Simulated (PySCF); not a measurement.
# ZrCl₄: relaxation and vibrations of the singlet

Aim: relax ZrCl₄ as a singlet from a tetrahedral start, check by its vibrations whether the end is a minimum, and collect its spectrum and constants.

Computed with PySCF 2.14.0. Level: PBE0, basis Zr def2-TZVP with ECP28, Cl def2-TZVP, scalar-relativistic core potentials, no spin–orbit coupling, density fitting.

## (1) Where the work starts

5 atoms, charge 0, spin multiplicity 1.

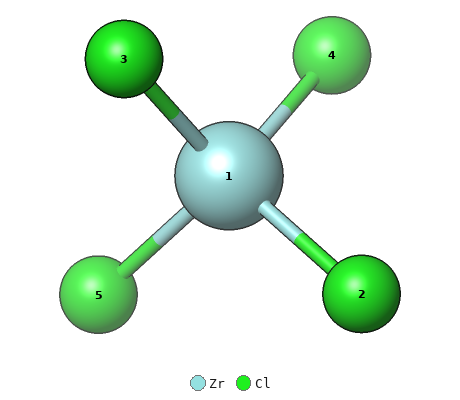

As it starts; zirconium light teal, chlorine green; atoms are numbered from 1 in the order of the file.

```xyz
5
charge 0 multiplicity 1
Zr    0.0000    0.0000    0.0000
Cl   -1.4607   -1.4605    1.4607
Cl    1.4607   -1.4605   -1.4607
Cl   -1.4607    1.4605   -1.4607
Cl    1.4607    1.4605    1.4607
```

## (2) Finding the electronic state

The steps below are one call of a driver around PySCF. For each, scf.py gives the equivalent set-up of the SCF; relaxations use the driver's own optimiser. After this first run the driver tries any further starts and a stability analysis.

Input file scf.py:

```python
from pyscf import gto, scf, dft
mol = gto.M(atom='''
Zr     0.000000     0.000000     0.000000
Cl    -1.460740    -1.460500     1.460740
Cl     1.460740    -1.460500    -1.460740
Cl    -1.460740     1.460500    -1.460740
Cl     1.460740     1.460500     1.460740''',
    basis={'Zr': 'def2-TZVP', 'Cl': 'def2-TZVP'},
    ecp={'Zr': 'def2-TZVP'},
    charge=0, spin=0)
mf = dft.RKS(mol, xc='PBE0')
mf.grids.atom_grid = (50, 194)
aux = {'Zr': 'def2-universal-JKFIT', 'Cl': 'def2-universal-JKFIT'}
mf = mf.density_fit(auxbasis=aux)
mf.conv_tol = 1e-08
mf.diis_space = 10
mf.max_cycle = 60
mf.init_guess = 'minao'
mf.verbose = 4
mf.kernel()
```

The run is started by

```sh
OMP_NUM_THREADS=4 python axn.py task.json out
```

Log:

```text
init E= -1882.01000036148
  HOMO = -0.515820950208605  LUMO = -0.422576558603231  gap/eV = 2.53731
cycle= 1 E= -1887.08775915964  delta_E= -5.08  |g|= 1.38  |ddm|= 4.43
  HOMO = -0.319043877650858  LUMO = 0.0333823879957504  gap/eV = 9.59001
cycle= 2 E= -1886.57588192121  delta_E= 0.512  |g|= 1.71  |ddm|=  2.6
  HOMO = -0.338417401496559  LUMO = -0.134823866123232  gap/eV = 5.54006
cycle= 3 E= -1887.56190107038  delta_E= -0.986  |g|= 0.251  |ddm|= 1.71
  HOMO = -0.359780824442915  LUMO = -0.160697612423126  gap/eV = 5.41733
cycle= 4 E= -1887.57461088916  delta_E= -0.0127  |g|= 0.0611  |ddm|= 0.258
  HOMO = -0.356682284939272  LUMO = -0.147461251671621  gap/eV = 5.69319
cycle= 5 E= -1887.5754105676  delta_E= -0.0008  |g|= 0.0157  |ddm|= 0.0665
  HOMO = -0.355595261845438  LUMO = -0.147652126785908  gap/eV = 5.65842
cycle= 6 E= -1887.57548092439  delta_E= -7.04e-05  |g|= 0.0034  |ddm|= 0.0139
  HOMO = -0.355940960611265  LUMO = -0.147803095692128  gap/eV = 5.66372
cycle= 7 E= -1887.57548319588  delta_E= -2.27e-06  |g|= 0.00134  |ddm|= 0.00283
  HOMO = -0.355912783206476  LUMO = -0.147867627440965  gap/eV = 5.66120
cycle= 8 E= -1887.57548372997  delta_E= -5.34e-07  |g|= 0.000116  |ddm|= 0.00135
  HOMO = -0.355913638164685  LUMO = -0.14787369945554  gap/eV = 5.66106
cycle= 9 E= -1887.57548373586  delta_E= -5.9e-09  |g|= 3.63e-05  |ddm|= 0.000178
  HOMO = -0.355913103671227  LUMO = -0.14785894706744  gap/eV = 5.66144
Extra cycle  E= -1887.57548373338  delta_E= 2.49e-09  |g|= 9.73e-05  |ddm|= 0.000109
converged SCF energy = -1887.57548373338
```

This step, with its further starts and checks, needed 30 s of wall time on 4 threads of Arm Neoverse V2, shared host.

The starts that the driver tried:

```csv
start,energy (Eh)
the minimal-basis guess,-1887.575484
a thermally smeared density,-1887.575484
a smeared PBE density,-1887.575484
```

The test of internal stability and the other starts found no lower closed-shell solution.

## (3) Tetrahedral start, singlet: relaxation

The program finds Td symmetry in the start, which this walk keeps. Threshold on the gradient: 0.0003 Eh/bohr, with a further test on the energy change.

Edit scf.py of step 2 so:

```diff
@@ -4,4 +4,4 @@
-Cl    -1.460740    -1.460500     1.460740
-Cl     1.460740    -1.460500    -1.460740
-Cl    -1.460740     1.460500    -1.460740
-Cl     1.460740     1.460500     1.460740''',
+Cl    -1.460660    -1.460660     1.460660
+Cl     1.460660    -1.460660    -1.460660
+Cl    -1.460660     1.460660    -1.460660
+Cl     1.460660     1.460660     1.460660''',
@@ -18 +17,0 @@
-mf.init_guess = 'minao'
```

Energy and gradient, step by step:

```csv
step,energy (Eh),change (kJ/mol),largest symmetric gradient (Eh/bohr)
0,-1887.575484,0.00,0.02999
1,-1887.611175,-93.71,0.01729
2,-1887.622543,-123.55,0.00502
3,-1887.623232,-125.36,0.00103
4,-1887.623265,-125.45,0.00004
```

The walk took 24 s.

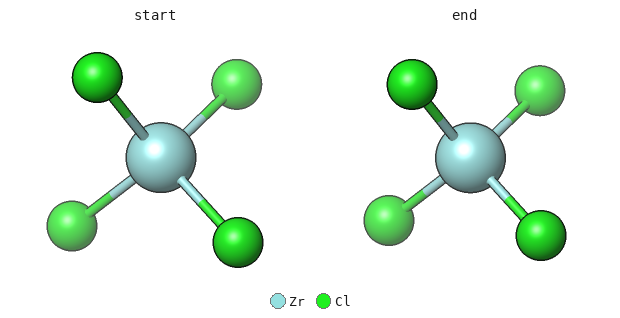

Start and end of the relaxation.

End point (Td, 4 steps, 125.4 kJ/mol gained): Zr–Cl 2.318 Å (×4); Cl–Zr–Cl 109.5° (×6).

## (4) Vibrations and properties at this point

The point is checked on the finer grid, and tightened if its gradient asks for it. The Hessian and the dipole derivatives come from central differences of analytic gradients, with steps of 0.02 bohr.

Edit scf.py of step 3 so:

```diff
@@ -3,5 +3,5 @@
-Zr     0.000000     0.000000     0.000000
-Cl    -1.460660    -1.460660     1.460660
-Cl     1.460660    -1.460660    -1.460660
-Cl    -1.460660     1.460660    -1.460660
-Cl     1.460660     1.460660     1.460660''',
+Zr    -0.000000     0.000000    -0.000000
+Cl    -1.338158    -1.338158     1.338158
+Cl     1.338158    -1.338158    -1.338158
+Cl    -1.338158     1.338158    -1.338158
+Cl     1.338158     1.338158     1.338158''',
@@ -12 +12 @@
-mf.grids.atom_grid = (50, 194)
+mf.grids.atom_grid = (75, 302)
@@ -15 +15 @@
-mf.conv_tol = 1e-08
+mf.conv_tol = 1e-10
```

This SCF starts from the last density.

SCF at the final geometry:

```text
init E= -1887.62261520702
  HOMO = -0.357779474500721  LUMO = -0.0993634836790271  gap/eV = 7.03186
cycle= 1 E= -1887.62261520701  delta_E= 1.27e-11  |g|= 6.55e-06  |ddm|= 6.98e-06
  HOMO = -0.357779528144092  LUMO = -0.0993614916328585  gap/eV = 7.03191
Extra cycle  E= -1887.62261520696  delta_E= 4.91e-11  |g|= 1.47e-05  |ddm|= 1.56e-05
converged SCF energy = -1887.62261520696
```

The whole step took 51 s.

Geometry: Td; Zr–Cl 2.318 Å (×4); Cl–Zr–Cl 109.5° (×6).

Harmonic modes (main isotopes):

```tsv
symmetry	ω (cm⁻¹)	IR (km/mol)	μ (u)
e	99	0.0	34.97
t2	109	8.7	40.65
a1	384	0.0	34.97
t2	434	363	45.55
```

μ is the mass of the mode for normalised Cartesian displacements, not the reduced mass of the usual diatomic formula.

Every mode is real; the point is a minimum.

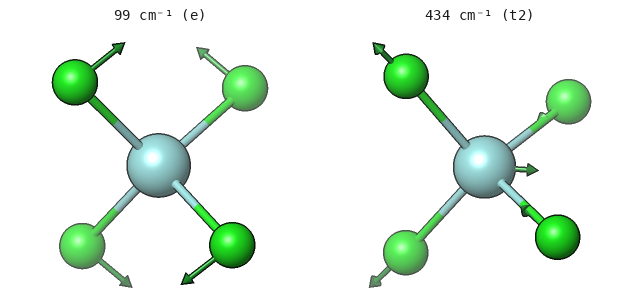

Displacements of 2 of the modes, as arrows (one member where a mode is degenerate).

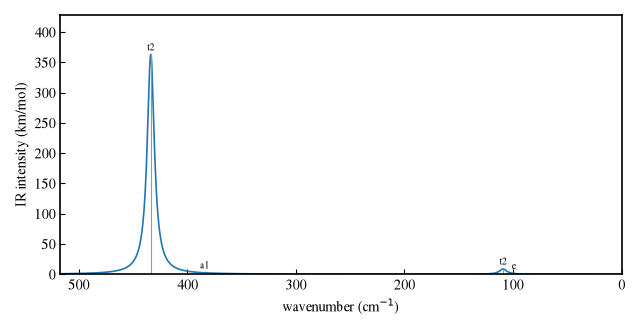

The harmonic infrared spectrum (widths in cm⁻¹). Lines are broadened to a width of 8 cm⁻¹ (Lorentzian).

Properties at this point:

| Quantity | Value |
| --- | --- |
| Dipole moment | 0.00 D |
| Highest occupied level | -9.74 eV |
| Lowest empty level | -2.70 eV |
| Rotational constants | 0.03365, 0.03365, 0.03365 cm⁻¹ |
| Zero-point energy | 13.2 kJ/mol |
| Principal polarisabilities | 88.6, 88.6, 88.6 bohr³ |
| Atomisation energy without zero-point energy | 1972 kJ/mol |
| Principal traceless quadrupole moments about the centre of mass | 0.00, 0.00, 0.00 D Å |
| Entropy at 298.15 K and 1 bar | 367.3 J/(mol K) |
| Heat capacity Cp at 298.15 K | 97.8 J/(mol K) |
| Enthalpy at 298.15 K above 0 K | 22.48 kJ/mol |
| Rotational symmetry number | 12 |

Charges (e) and bond orders:

```
     atom  Mulliken  Löwdin  polar tensor  Mayer order to Zr1
      Zr1      1.34   -0.50          2.31                   –
Cl2,3,4,5     -0.33    0.13         -0.58                1.11
```

Outer orbital energies (eV). occupied: -10.81, -10.81, -10.27, -10.27, -10.27, -9.74, -9.74, -9.74; empty: -2.70, -2.70, -1.85, -1.85.

Mulliken populations on Zr1 (outside its core potential): s 2.26, p 6.31, d 2.00, f 0.09.

## (5) Stability of the closed shell

At the lowest minimum the closed shell is tested against spin polarisation, on the (50, 194) grid. It is stable.

## (6) Results

| quantity | value |
| --- | --- |
| minimum | singlet, Td |
| geometry | Zr–Cl 2.318 Å (×4); Cl–Zr–Cl 109.5° (×6) |
| wavenumbers (cm⁻¹) | 99 (e), 109 (t2), 384 (a1), 434 (t2) |
| dipole moment | 0.00 D |
| highest occupied, lowest empty level | -9.74, -2.70 eV |
| polar-tensor charge of Zr1 | +2.31 e |
| zero-point energy | 13.2 kJ/mol |
| entropy at 298.15 K | 367.3 J/(mol K) |
| atomisation energy (no zero-point energy) | 1972 kJ/mol |

The tetrahedral start keeps its Td symmetry and ends in a minimum. In the infrared the band at 434 cm⁻¹ (t2, stretch) leads. The dipole vanishes although Zr1 carries +2.3 e by the polar tensor: the bond dipoles cancel. Other starts or spin states, not run here, may lie lower.

The search up to here needed 2 min of wall time on 4 threads of Arm Neoverse V2, shared host.
